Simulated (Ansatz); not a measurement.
```xyz
7

C    -0.0459   -0.1015   -0.5435
F     1.1377   -2.0561    1.2132
Ge   -0.4215   -1.9868    0.1596
H     0.6986   -0.1194   -1.3580
H     0.3342    0.5521    0.2605
H    -1.3635   -1.4308    1.3644
H    -0.9733    0.3488   -0.9445
```

Geometry: r2SCAN-D4/def2-SVPD.

Method: isolated molecule in a Gaussian basis; Kohn-Sham density functional theory, functional PBE0 in Ansatz.

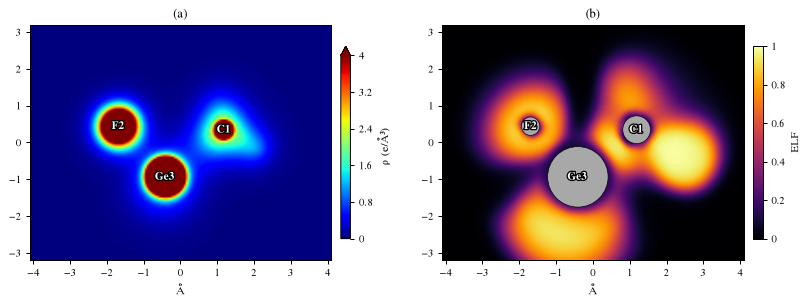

CH4FGe (SMILES [CH3][GeH-][F]) (charge −1). (a) total electron density; (b) ELF on the plane of atoms C1, Ge3 and F2. Grey discs cover the atomic cores in the ELF map.

> Interpret the plot.

The plane passes through C, F and Ge nuclei. Ge–F (1.88 Å): the density is about 0.68 e/Å³ at the midpoint; the ELF peaks at about 0.85 in the valence shell of F, 0.5 Å from its nucleus, and is about 0.25 at the midpoint. C–Ge (2.05 Å): ρ is about 0.73 e/Å³ halfway; the ELF peaks at about 0.95 in the valence shell of C, 0.7 Å from its nucleus, and is about 0.70 at the midpoint. The ELF also peaks beside F2, away from the bonds: lone-pair regions.
